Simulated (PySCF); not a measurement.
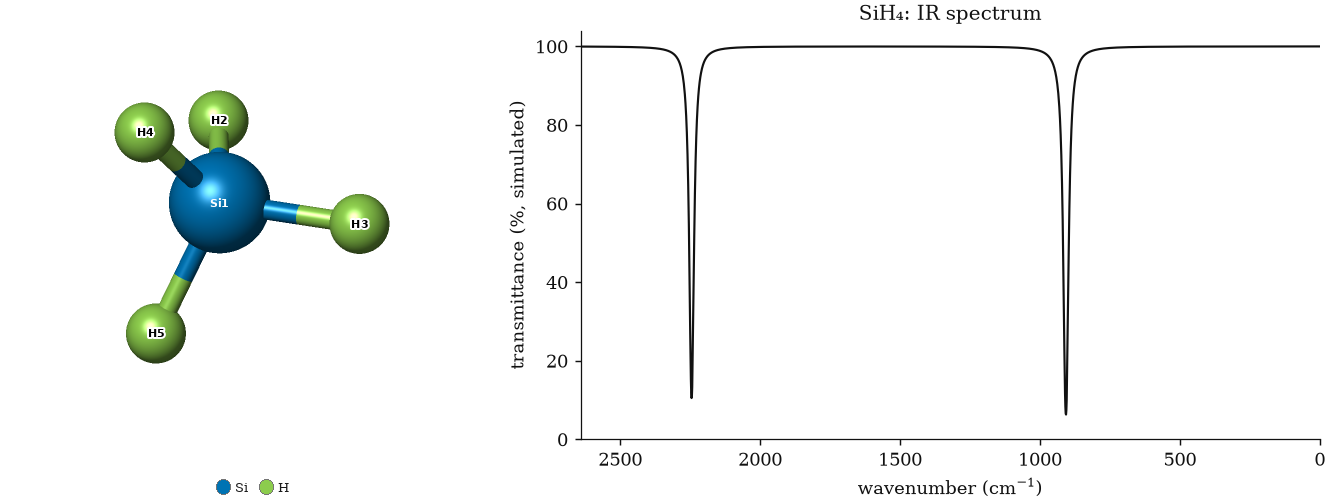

Infrared spectrum of SiH₄, singlet (point group Td). Unscaled harmonic wavenumbers and double-harmonic intensities, PBE0/def2-TZVP in PySCF 2.14.0, isolated molecule. The structure is the lowest of the points that a search from tetrahedral, square planar and see-saw starts found. Degenerate modes count as one line, with their intensities summed. Lorentzian lines of 12 cm⁻¹ full width. Close modes add up in the curve.

> Which modes are missing from the spectrum (below 0.05 km/mol)?

968.9 cm⁻¹ (e) and 2235.2 cm⁻¹ (a1).

> List the modes.

| cm⁻¹ | km/mol | symmetry |
| --- | --- | --- |
| 907.4 | 380.1 | t2 (×3) |
| 968.9 | 0.0 | e (×2) |
| 2235.2 | 0.0 | a1 |
| 2245.1 | 309.7 | t2 (×3) |
